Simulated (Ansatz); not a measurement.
**Sensitivity of the G0W0 gap of Cs2AgBiBr6 (Fm-3m)**

A base run on Cs2AgBiBr6 (Fm-3m), then changed inputs.

Program: Ansatz 0.2.0. Level of theory: G0W0 on PBE, plane waves, PAW; PAW set soft_1. Results are calculated unless marked as measured.

In doubt: one-shot GW on d or f shells is unsure, so the values of those runs are not to be relied on.

## 1. The starting structure

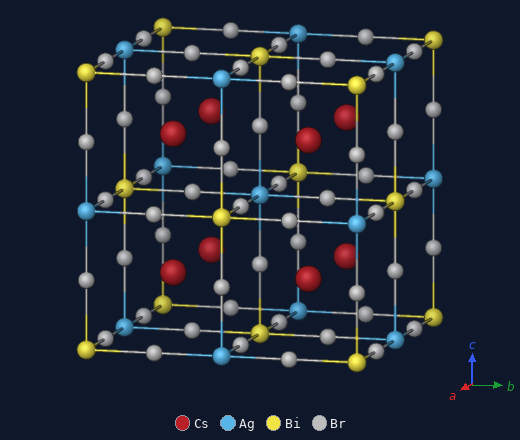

Start, viewed slightly off an axis; caesium red, silver blue, bismuth yellow, bromine light grey. This picture shows the conventional cell, with its axes. Some periodic images of atoms are drawn too.

The cell and positions are those that the Materials Project relaxed with its own functionals (PBE, PBE+U or r2SCAN), kept fixed. Spin-orbit coupling is left out unless a step names it.

## 2. The base run: 2×2×2 mesh, 860 empty bands, screening to 100 eV, PAW set soft_1 files

G0W0 replaces the xc potential by the self-energy, built once from these orbitals. Only a window of levels is corrected, while the sums run over the empty bands that the input names. This step takes PAW set soft_1 files.

File input.yaml:

```yaml
crystal:
  lattice:
    - [0.0, 5.744148, 5.744148]
    - [5.744148, 0.0, 5.744148]
    - [5.744148, 5.744148, 0.0]
  atoms:
    - { symbol: Cs, position: [0.75, 0.75, 0.75] }
    - { symbol: Cs, position: [0.25, 0.25, 0.25] }
    - { symbol: Ag, position: [0.5, 0.5, 0.5] }
    - { symbol: Bi, position: [0.0, 0.0, 0.0] }
    - { symbol: Br, position: [0.749194, 0.250806, 0.250806] }
    - { symbol: Br, position: [0.250806, 0.250806, 0.749194] }
    - { symbol: Br, position: [0.250806, 0.749194, 0.749194] }
    - { symbol: Br, position: [0.250806, 0.749194, 0.250806] }
    - { symbol: Br, position: [0.749194, 0.250806, 0.749194] }
    - { symbol: Br, position: [0.749194, 0.749194, 0.250806] }
kpoints:
  mp_grid: { grid: [2, 2, 2] }
hamiltonian:
  xc: pbe
  pseudopotentials: { kind: paw, azcp: { folder: soft_1 } }
scf:
  occupations: { method: fixed }
gw:
  n_empty_bands: 860
  ecut_chi: 100
  qp_bands: [v3, c3]
  qp_kpoints: band_edges
  screening: { model: contour_deformation }
```

On the command line:

```
$ ansatz run input.yaml --threads 4 --pin off --max-ram 138240MiB --backend cuda --events-out ev --progress --plain --runs-dir out --devices 1 --max-vram 26GiB
```

Numbers of over 12 decimals in the logs are rounded to 6 here.

The log of the run:

```text
GPUs: using 1 of 1 available (devices: 1).
Engine: ansatz 0.2.0, x86_64-unknown-linux-gnu
Pseudopotentials: kind: paw
Pseudopotential: Cs, paw, valence charge 9, recommended cutoff 420 eV (normal), soft_1/Cs.paw.azcp
Pseudopotential: Ag, paw, valence charge 19, recommended cutoff 420 eV (normal), soft_1/Ag.paw.azcp
Pseudopotential: Bi, paw, valence charge 15, recommended cutoff 420 eV (normal), soft_1/Bi.paw.azcp
Pseudopotential: Br, paw, valence charge 7, recommended cutoff 420 eV (normal), soft_1/Br.paw.azcp
Functional definition: PBE
  parameter kappa = 0.804
  parameter beta = 0.066725
  exchange = pbe_x(kappa = kappa, mu = beta*pi^2/3)
  correlation = pbe_c(beta = beta)
device memory: the entry about to start is reckoned to put 4.5 GiB on a device that reports 52.1 GiB free (of which the cap on the GPU budget leaves the run 26.0 GiB)
GPU FFT provider: cuFFT
GPU libraries: cuBLAS 13.8.2, cuFFT 12.4.0, cuSOLVER 12.3.4
Crystal: 10 atoms, lattice volume = 379.059 Å³
Basis set: ecut = 420 eV, 7391 PW (Γ)
Bands: 57, of which v1, the nominal top of the filled ones, is band 47 counted from 1 (46 counted from 0)
Symmetry: 48 space group operations
Space group: Fm-3m (ITA 225), of the structure as read, at distance tolerance 7.2e-5 Å
k-points: 3 of 8
Non-local potential: Cs, projectors of the file, l = 0: 3, l = 1: 2, l = 2: 2, l = 3: 2
Non-local potential: Ag, projectors of the file, l = 0: 3, l = 1: 2, l = 2: 2, l = 3: 1
Non-local potential: Bi, projectors of the file, l = 0: 2, l = 1: 2, l = 2: 2, l = 3: 1
Non-local potential: Br, projectors of the file, l = 0: 2, l = 1: 2, l = 2: 2
PAW form: soft (Blöchl's): semilocal exchange-correlation on the pseudo side does not see the compensation charge
PAW one-centre angular grid: Cs, 194 points (default); XC on 64 Gauss nodes
PAW one-centre angular grid: Ag, 590 points (default); XC on 64 Gauss nodes
PAW one-centre angular grid: Bi, 590 points (default); XC on 64 Gauss nodes
PAW one-centre angular grid: Br, 110 points (default); XC on 64 Gauss nodes
Initial density: superposition of atomic densities (chi_scale 0.1, normalization cell, long waves kept (reshape's long-wave potential 0.00 eV rms))
Initial wavefunctions: pseudopotential atomic-orbital guess
GPU buffer pool allocated for 216000 grid points (all kernels)
GPU transforms: local potential and band sums: pruned to the plane-wave sphere, on 54×60×60
Functional: x = pbe(κ = 0.804, μ = 0.219515), c = pbe(β = 0.066725)
SCF iter   1: F=—  HF=-48044.532297 eV  |F-HF|=—  |Δ(HF+E_count)|=         —  Δρ=2.81e-2  dr2=6.00e0  ethr=3.10e-3  ⟨swp⟩=5.0  Hψ=571  notcnv=0  defer=17
preconditioner: auto → Resta (q_TF=auto, 2.163 Å⁻¹)  ε∞=3.7  [insulator: Δε(μ)=1.520 eV  Ē_g=9.863 eV  n_scr=58 (ndim 8)  ℏωp=16.2 eV  f_vac=0.014  ε∞_Penn≈3.7]
[...]
NSCF: frozen V_eff on 1 k-points
device memory: the entry about to start is reckoned to put 1.4 GiB on a device that reports 52.2 GiB free (of which the cap on the GPU budget leaves the run 26.0 GiB)
NSCF: frozen V_eff on 1 k-points
SCF converged after 9 iterations
Free energy (F): -48042.114648 eV
Harris-Foulkes:  -48042.114648 eV  (|F-HF|=5.94e-9)
Internal energy: -48042.114648 eV  (E = F + TS)
E sigma→0 (E₀):  -48042.114648 eV
Fermi energy:    3.590328 eV
--- Per-component energies (eV) ---
  E_band       = -852.361267
  E_kinetic    = 1795.321902
  E_local      = -8058.077911  (includes V_loc(G=0)·N_el)
  E_nonlocal   = 797.273124
  E_hartree    = 3355.691507
  E_xc         = -1850.907399
  E_vxc        = -1259.749714  (∫ρ·V_xc dr)
  E_paw        = -38620.703669  (= ΣΔE_a)
  E_vpaw       = -838.499854  (= ΣTr[D̂ρ^β])
  E_aug_tail   = 0.000597  (compensation charges beyond the density's cutoff)
  E_ewald      = -5460.712800
  E_smearing   = -0.000000  (= −TS)
  E_closure    = 0.000000  (closes the sum)
  Σ components = -48042.114648   (vs F -48042.114648, Δ=0.00e0)
--- Band table (eV) ---
  k-point 0: bands = [... 43 lower, 2.6154, 2.6154, 3.0315, 3.0315, 5.9258, 5.9258, 5.9258, 7.2895, ... 6 higher]
  k-point 1: bands = [... 43 lower, 2.3447, 2.3487, 2.5426, 2.5426, 4.9033, 7.1273, 7.1273, 8.6309, ... 6 higher]
  k-point 2: bands = [... 43 lower, 2.2819, 2.6014, 3.0268, 3.5903, 6.3527, 6.3527, 6.6682, 7.8291, ... 6 higher]
--- G₀W₀: contour deformation, 7 samples at zero and on the imaginary axis and 1 off it, 8 q-points, 860 empty bands' worth ---
  eigenvalues of the whole cell's RPA ε∞ on this k-mesh (on a slab, of 1 + 4πα/V) = 5.5225, 5.5225, 5.5225; static W/v taken at q = 0 is 0.181076
  bands read: the sum over 907 bands ends inside a degenerate multiplet in 1 slot, whose members it reads at an even weight; the widest, k=0: bands 906 to 908 (counted from 1) at 2/3 each
  gw.qp_kpoints: band_edges: 3 of 3 stored k-points solved, in 1 pass; an edge of the gap read off the rows below is read off those points alone
    ik  band        ε_KS         Σx   Σc(E_QP)       V_xc       Z   E_QP_lin       E_QP  E_QP is
     0    45      2.6154   -19.7616     2.8393   -15.9032  0.7354     1.5630     1.5963  root
     0    46      3.0315   -26.1968     3.2701   -22.2084  0.7332     2.2989     2.3133  root
     0    47      3.0315   -26.1968     3.2701   -22.2084  0.7332     2.2989     2.3133  root
     0    48      5.9258    -9.4843    -3.3911   -13.2598  0.7699     6.3134     6.3102  root
     0    49      5.9258    -9.4843    -3.3911   -13.2598  0.7699     6.3134     6.3102  root
     0    50      5.9258    -9.4843    -3.3911   -13.2598  0.7699     6.3134     6.3102  root
     1    45      2.3487   -18.6836     1.9395   -16.0072  0.7433     1.5963     1.6118  root
     1    46      2.5426   -22.4643     3.1445   -18.4236  0.7286     1.6218     1.6464  root
[...]
2    47      3.5903   -24.2256     2.4695   -21.1345  0.7469     2.9597     2.9687  root
     2    48      6.3527   -10.3402    -3.4719   -14.2409  0.7599     6.7861     6.7814  root
     2    49      6.3527   -10.3402    -3.4719   -14.2409  0.7599     6.7861     6.7814  root
     2    50      6.6682   -10.8326    -3.5625   -14.8577  0.7514     7.1374     7.1308  root
```

The job ended after 24 s (1 × NVIDIA H100 80GB HBM3 (shared by 3 runs) with 4 threads of AMD EPYC 7R13 (Zen 3), shared host; peak memory 2 GiB; 37 s of CPU time).

Numbers from this step:

* bands summed: 907
* RPA ε∞ on this mesh (eigenvalues): 5.523, 5.523, 5.523
* plane waves in the screening matrix: 869
* q-points in the mesh: 8
* G0W0 gap on the mesh: 2.297 eV
* k of the valence top: 0, -0.5, -0.5
* k of the conduction bottom: 0, 0, -0.5
* starting gap on the mesh: 1.313 eV
* Z at the valence top: 0.7469
* Z at the conduction bottom: 0.7756
* least direct G0W0 gap on the computed points: 3.619 eV

The gap on the mesh goes from 1.31 eV to 2.30 eV, a correction of +0.98 eV. Between the two edge states, bare exchange in place of the xc potential would open the gap by 6.87 eV, and correlation takes back 5.89 eV.

## 3. Variant: wavefunction cutoff

Edit input.yaml of step 2 so:

```diff
@@ -29 +29,3 @@
   screening: { model: contour_deformation }
+basis:
+  ecutwfc: 350
```

The log of the run:

```text
Warning: basis.ecutwfc = 350 eV is below the records' recommended 420 eV, and the density's cutoff is lower with it unless basis.ecutrho_ratio is high enough to keep the records' density cutoff: compare with a run at a higher cutoff
GPUs: using 1 of 1 available (devices: 1).
[...]
GPU FFT provider: cuFFT
GPU libraries: cuBLAS 13.8.2, cuFFT 12.4.0, cuSOLVER 12.3.4
Crystal: 10 atoms, lattice volume = 379.059 Å³
Basis set: ecut = 350 eV, 5673 PW (Γ)
Bands: 57, of which v1, the nominal top of the filled ones, is band 47 counted from 1 (46 counted from 0)
[... 1 set-up line as in the run before ...]
[...]
k-points: 3 of 8
[...]
GPU buffer pool allocated for 125000 grid points (all kernels)
[...]
SCF iter   1: F=—  HF=-48044.506383 eV  |F-HF|=—  |Δ(HF+E_count)|=         —  Δρ=2.80e-2  dr2=6.02e0  ethr=3.10e-3  ⟨swp⟩=5.3  Hψ=574  notcnv=0  defer=15
[...]
SCF iter   9: F=-48042.099309 eV  HF=-48042.099309 eV  |F-HF|=9.39e-9  |Δ(HF+E_count)|=   3.43e-7  Δρ=1.92e-6  dr2=2.02e-8  ethr=1.06e-10  ⟨swp⟩=16.7  Hψ=843  notcnv=0
SCF 1 converged in 9 iterations: F = -48042.099309 eV  dr2 = 2.02e-8
[...]
NSCF: frozen V_eff on 3 k-points
[...]
G₀W₀ screening: q 1/3
[... further progress lines ...]
[...]
SCF converged after 9 iterations
Free energy (F): -48042.099309 eV
[...]
Internal energy: -48042.099309 eV  (E = F + TS)
E sigma→0 (E₀):  -48042.099309 eV
Fermi energy:    3.590182 eV
[...]
--- Band table (eV) ---
  k-point 0: bands = [... 43 lower, 2.6154, 2.6154, 3.0314, 3.0314, 5.9260, 5.9260, 5.9260, 7.2896, ... 6 higher]
  k-point 1: bands = [... 43 lower, 2.3447, 2.3487, 2.5425, 2.5425, 4.9041, 7.1276, 7.1276, 8.6309, ... 6 higher]
  k-point 2: bands = [... 43 lower, 2.2817, 2.6014, 3.0267, 3.5902, 6.3529, 6.3529, 6.6683, 7.8307, ... 6 higher]
[...]
0    45      2.6154   -19.7616     2.8393   -15.9039  0.7355     1.5637     1.5970  root
     0    46      3.0314   -26.1931     3.2756   -22.2052  0.7333     2.3051     2.3192  root
     0    47      3.0314   -26.1931     3.2756   -22.2052  0.7333     2.3051     2.3192  root
     0    48      5.9260    -9.4848    -3.3895   -13.2604  0.7699     6.3152     6.3120  root
     0    49      5.9260    -9.4848    -3.3895   -13.2604  0.7699     6.3152     6.3120  root
     0    50      5.9260    -9.4848    -3.3895   -13.2604  0.7699     6.3152     6.3120  root
     1    45      2.3487   -18.6836     1.9405   -16.0078  0.7433     1.5980     1.6134  root
     1    46      2.5425   -22.4616     3.1467   -18.4217  0.7287     1.6249     1.6494  root
[...]
2    47      3.5902   -24.2223     2.4744   -21.1316  0.7470     2.9650     2.9739  root
     2    48      6.3529   -10.3408    -3.4702   -14.2416  0.7599     6.7882     6.7834  root
     2    49      6.3529   -10.3408    -3.4702   -14.2416  0.7599     6.7882     6.7834  root
     2    50      6.6683   -10.8331    -3.5606   -14.8584  0.7514     7.1396     7.1330  root
```

It took 9.7 s on 1 × NVIDIA H100 80GB HBM3 (shared by 3 runs) with 4 threads; peak memory 1.8 GiB.

The G0W0 gap on the mesh is 2.295 eV.

Against the base:

| setting | base | variant |
| --- | --- | --- |
| typed cutoff | - | 350 |

| quantity | variant | base |
| --- | --- | --- |
| starting gap on the mesh | 1.314 | 1.313 |
| G0W0 gap on the mesh | 2.295 | 2.297 |
| least direct G0W0 gap on the computed points | 3.619 | 3.619 |
| Z at the valence top | 0.747 | 0.747 |
| Z at the conduction bottom | 0.776 | 0.776 |

## 4. Summary of results

- base: 2.30 eV, 24 s
- wavefunction cutoff: 2.29 eV, 9.7 s

What this shows: Wavefunction cutoff: the gap moves by −0.002 eV and the time by a factor of 0.40 (the plane-wave cutoff goes from 420 to 350 eV). All runs here use a coarse mesh and modest cutoffs; they test settings and are not final values. The 2×2×2 mesh is coarse for this cell (its supercell is 16 Å along the shortest edge). The RPA ε∞ on it, from the PBE start, is 5.52; such meshes misread the long-range screening, most where the gap is narrow. Where an edge is built on 6p states of lead, bismuth or thallium, scalar-relativistic gaps usually stand too wide, by a few tenths to over one eV. A d shell, filled or nearly so, lies near the gap. One-shot GW converges very slowly in bands there, not always from below, and on a semilocal start the gap tends to come out low; starts rich in exact exchange can overshoot instead. The many-body steps are scalar-relativistic: spin-orbit coupling is not in them.

[Paths, hosts, dates, memory and timing lines, banners, echoed tables and standing remarks are left out of the program output.]

[Logs are printed without paths, hosts, clocks, repeated set-up lines and the standing remarks that a program may print on its own settings, such as how far it seeks lower states.]

[Runs of the session that timed out or met a known fault of the program may be left out.]

[Cells called generated may have been cut or substituted from an entry of the Crystallography Open Database or the Materials Project.]

[Hosts, paths, dates, database ids (printed as entryN), source tags and the programs' standing remarks are cut or masked in the printed files.]
